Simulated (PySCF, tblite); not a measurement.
**C4H6F2SSi: geometry, infrared bands and NMR shifts**

Wanted: the infrared bands and NMR shifts of C4H6F2SSi (`F[C@@H]1C[Si@@H](F)CC1=S`), by calculation.

The runs use tblite 0.8.0 and PySCF 2.14.0, with density-fitted response routines of our own; the level of theory stands in each step. All values are computed, except where a source is named. Atoms are numbered from 0 throughout.

### 1 The starting structure

14 atoms, charge 0, multiplicity 1; geometry from: force field or distance geometry start.

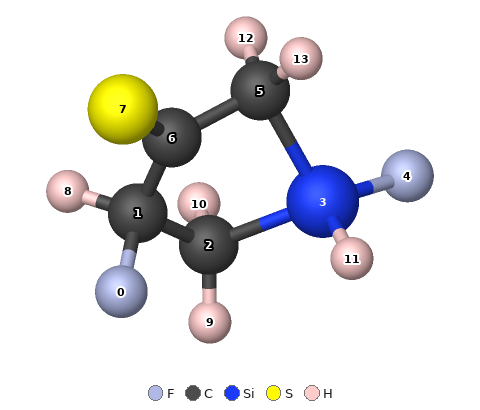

As it starts; fluorine light blue, carbon dark grey, silicon blue, sulfur yellow, hydrogen pink, atoms numbered.

### 2 Optimising the geometry with GFN2-xTB

Job settings and geometry (Å):

```
{"job": {"kind": "relax", "xc": "GFN2-xTB", "basis": "xTB"}, "charge": 0, "multiplicity": 1}
F     -1.328600     0.705800    -1.691800
C     -1.012100     0.707000    -0.335900
C      0.348700     1.282900    -0.234800
Si     1.393000    -0.274000    -0.193400
F      2.824800    -0.077600     0.644500
C      0.067500    -1.180800     0.821300
C     -1.102300    -0.682200     0.086800
S     -2.250400    -1.525300    -0.180900
H     -1.786700     1.312100     0.202600
H      0.636900     1.963400    -1.047700
H      0.473100     1.783400     0.753600
H      1.484800    -0.918800    -1.477900
H      0.058500    -0.825000     1.885600
H      0.192000    -2.271400     0.746000
```

Run with:

```
> OMP_NUM_THREADS=1 python probes_run.py task.json out
```

This one command runs all jobs of the session in turn.

**Question.** This job is followed by: GFN2-xTB harmonic vibrations, gas phase; GIAO PBE0/pcSseg-1 NMR shielding, non-relativistic, gas phase. Predict these results of the whole session: strongest single infrared mode (GFN2-xTB); zero-point energy (GFN2-xTB); 13C shifts against TMS (PBE0/pcSseg-1); 1H shifts against TMS (PBE0/pcSseg-1); 19F shifts against CFCl3 (PBE0/pcSseg-1); 29Si shifts against TMS (PBE0/pcSseg-1); 33S shifts against CS2 (PBE0/pcSseg-1).

**Answer**, as computed:

| quantity | value |
| --- | --- |
| strongest single infrared mode (GFN2-xTB) | 2407 cm⁻¹, 271 km/mol |
| zero-point energy (GFN2-xTB) | 57.6 kcal/mol |
| 13C shifts against TMS (PBE0/pcSseg-1) | 275.8, 104.4, 43.6, 28.7 ppm |
| 1H shifts against TMS (PBE0/pcSseg-1) | 5.75, 5.32, 3.28, 3.16, 1.93, 1.46 ppm |
| 19F shifts against CFCl3 (PBE0/pcSseg-1) | -170.5, -200.3 ppm |
| 29Si shifts against TMS (PBE0/pcSseg-1) | 27.7 ppm |
| 33S shifts against CS2 (PBE0/pcSseg-1) | 1066 ppm |

Over 121 steps the energy fell by 1.469 eV; of the close pairs, C6–S7 changed most, 1.449 to 1.617 Å. No mode is imaginary among the 36: a minimum at this level. The strongest single mode, at 2407 cm⁻¹, moves mainly H11. Unscaled tight-binding wavenumbers are off by several per cent, some by more. Its intensities can rank the bands wrongly. The most deshielded carbon is C6 (thiocarbonyl carbon), at 275.8 ppm: the small n→π* gap of C=S deshields it strongly. At PBE0/pcSseg-1: The widest tensor belongs to S7: span 2558 ppm, with a paramagnetic part of -1619 ppm.
